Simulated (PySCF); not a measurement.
# Run report: C$_{4}$H$_{7}$F$_{2}$O$_{2}$Si, EPR calculation

System: C$_{4}$H$_{7}$F$_{2}$O$_{2}$Si, multiplicity 2.
Method: UKS B3LYP, pcH-1 on C F H O Si, non-relativistic, mean-field spin-orbit, GIAO (PySCF 2.14.0).

It belongs to a series of runs on one base structure; here: H removed from sp3 C.

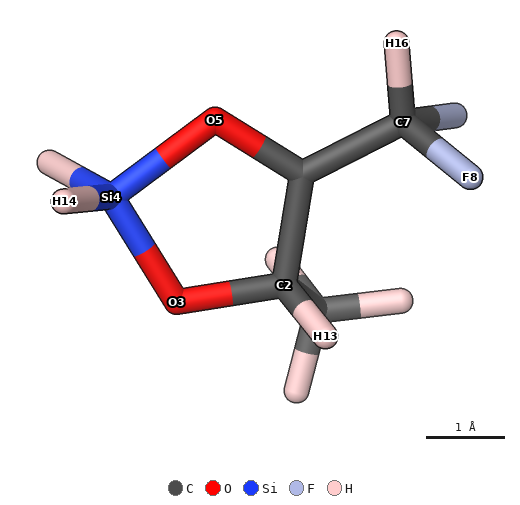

*The input geometry (stick view, seen at a tilt; atoms are numbered from 1 in the order of the input).*

Bond lengths as drawn: C–C 1.46 to 1.53 Å, C–F 1.37 to 1.38 Å, C–H 1.09 to 1.10 Å, C–O 1.35 to 1.41 Å, H–Si 1.45 Å and O–Si 1.63 to 1.67 Å.

### Key numbers

- outcome: converged
- total energy: −796.309774 hartree
- ⟨S²⟩: 0.754
- isotropic g: 2.0030
- hardware: 1 CPU thread, shared host
- wall time: 3 min
- peak memory: 1.1 GiB

### The input
```
{"job": {"kind": "epr", "basis": "pcH-1"}, "charge": 0, "multiplicity": 2}
C     -1.214404    -1.276264     0.532208
C     -0.641543     0.144316     0.556228
O     -1.439988     1.011255    -0.217573
Si    -0.669254     1.620343    -1.519078
O      0.815817     0.950825    -1.151225
C      0.732823     0.212767    -0.029188
C      1.940473    -0.408255     0.519980
F      2.100522    -0.130320     1.852008
F      1.898373    -1.785300     0.485847
H     -1.198004    -1.658170    -0.485415
H     -0.619443    -1.925065     1.167961
H     -2.240328    -1.258957     0.889045
H     -0.647235     0.513392     1.593772
H     -0.544518     3.062154    -1.429291
H     -1.130238     1.031917    -2.764390
H      2.849349    -0.095695    -0.012300
```

The first line tells a small driver script what to run in PySCF; the rest is the geometry in Å.

Command:
```bash
OMP_NUM_THREADS=1 python <driver script> task.json out
```

### Log
```
UKS, coarse grid
  cycle   1  E = -796.07685851  |g| = 8.49e-01
  cycle   2  E = -795.66008620  |g| = 1.40e+00
  cycle   3  E = -796.30506769  |g| = 1.04e-01
  cycle   4  E = -796.30871493  |g| = 5.03e-02
  cycle   5  E = -796.30972781  |g| = 1.22e-02
  cycle   6  E = -796.30977142  |g| = 5.10e-03
  cycle   7  E = -796.30978095  |g| = 1.49e-03
  cycle   8  E = -796.30978228  |g| = 8.25e-04
UKS, final grid
  cycle   1  E = -796.30977364  |g| = 1.34e-03
  cycle   2  E = -796.30977250  |g| = 2.29e-03
  cycle   3  E = -796.30977423  |g| = 1.27e-04
  cycle   4  E = -796.30977424  |g| = 3.14e-05
  cycle   5  E = -796.30977424  |g| = 2.56e-05
E = -796.30977424 Eh   <S^2> = 0.7537 (exact 0.7500)
g shifts (ppm)      1          2          3
  rmc          -223       -223       -223
  gc             21         79         51
  oz_so          11        696       1851
  total        -191        552       1679
hyperfine (MHz)  atom isotope    a_iso     a_fc   dipolar eigenvalues
    0   13C      55.04      55.05     -3.78     -3.60      7.38
    1   13C     -29.33     -29.34     -1.22      0.15      1.08
    2   17O       0.73       0.73     -1.03      0.37      0.66
    3  29Si       4.51       4.51     -1.10      0.30      0.80
    4   17O     -19.84     -19.89    -65.95     32.12     33.83
    5   13C      81.59      81.60    -76.04    -75.13    151.17
    6   13C     -34.12     -34.12     -4.52     -0.23      4.75
    7   19F     136.14     136.08    -67.58    -64.18    131.77
    8   19F     223.53     223.31    -82.51    -79.64    162.15
    9    1H      -2.79      -2.79     -4.71     -2.03      6.73
   10    1H      -2.12      -2.12     -3.92     -2.14      6.05
   11    1H       9.80       9.80     -2.63     -1.63      4.26
   12    1H      75.90      75.90     -4.58     -3.93      8.52
   13    1H       4.35       4.35     -2.04     -1.99      4.03
   14    1H       3.59       3.59     -2.06     -1.97      4.03
   15    1H      -0.37      -0.37     -6.38     -3.89     10.27
```

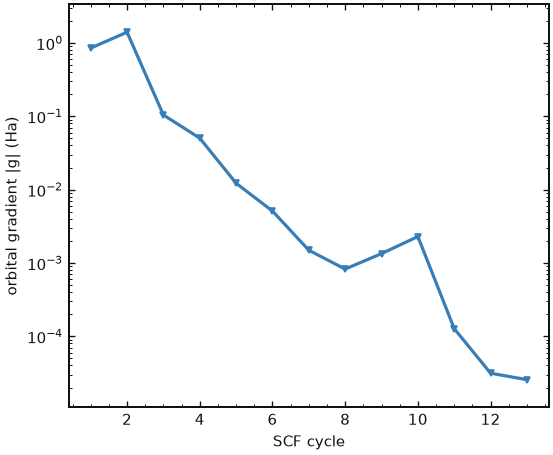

*Convergence of the self-consistent field: orbital gradient |g| against the SCF cycle.*

All cycles printed in the log are drawn one after another.

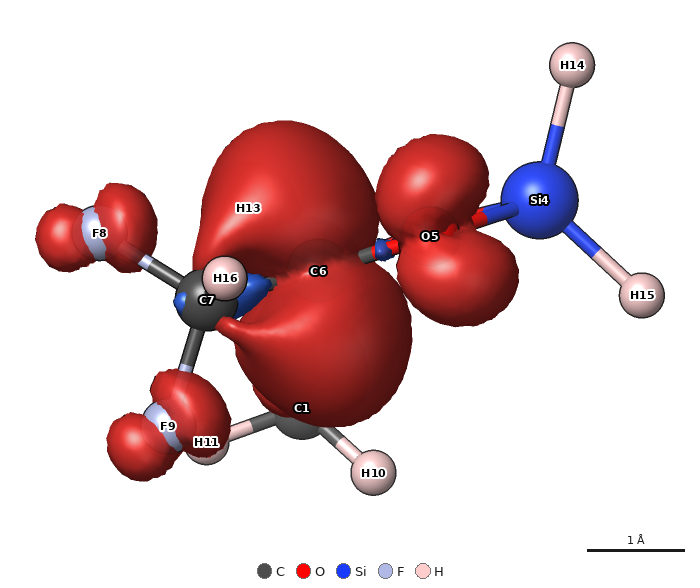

*Isosurfaces of the spin density at +0.015 (red) and −0.015 e/Å³ (blue), seen at an oblique angle.*

The unpaired spin (1 electron) lies mostly on C6 (about 0.6), O5 (about 0.2) and C7 (about 0.1), in electrons by Hirshfeld's partition.

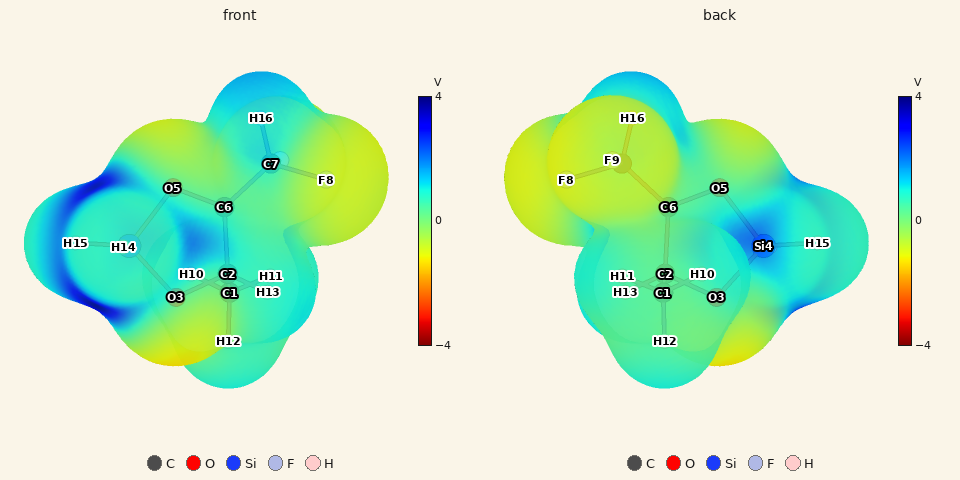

*The electrostatic potential painted on the density surface at 0.004 e/bohr³, seen at a tilt and from behind; red is negative and blue positive.*

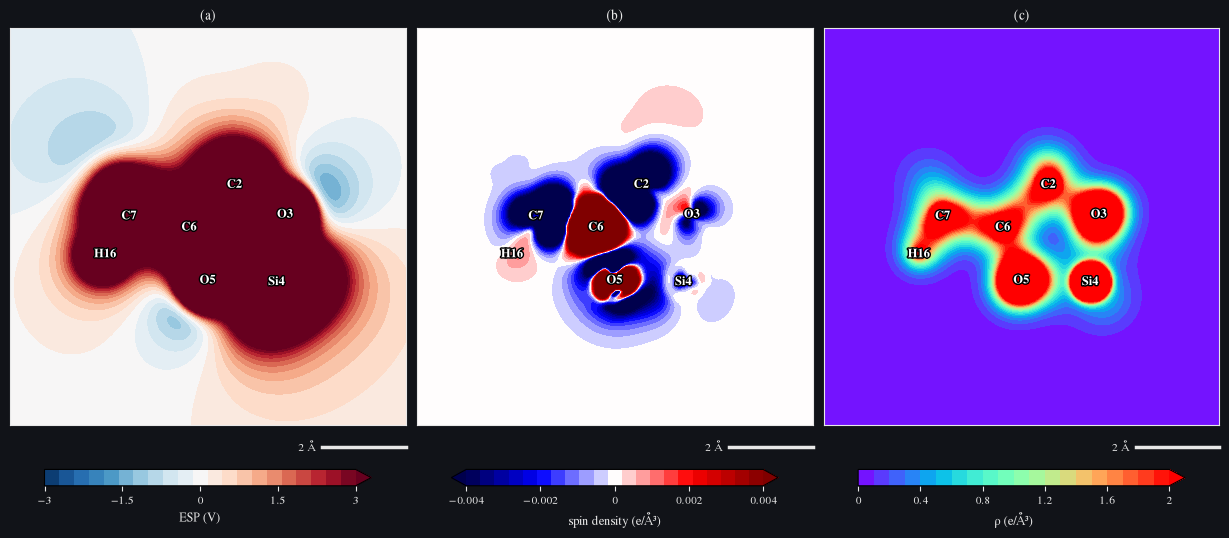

*(a) molecular electrostatic potential; (b) spin density; (c) total electron density on the plane of atoms C2, C6 and C7.*

C–O (1.35 Å): ρ at the midpoint is about 2.3 e/Å³, with its minimum of 2 e/Å³ about 0.5 Å from C. C–C (1.46 Å): ρ is about 1.9 e/Å³ halfway. Si–O (1.63 Å): ρ is about 1.2 e/Å³ halfway. The unpaired spin (1 electron) lies mostly on C6 (about 0.6), O5 (about 0.2) and C7 (about 0.1), in electrons by Hirshfeld's partition.
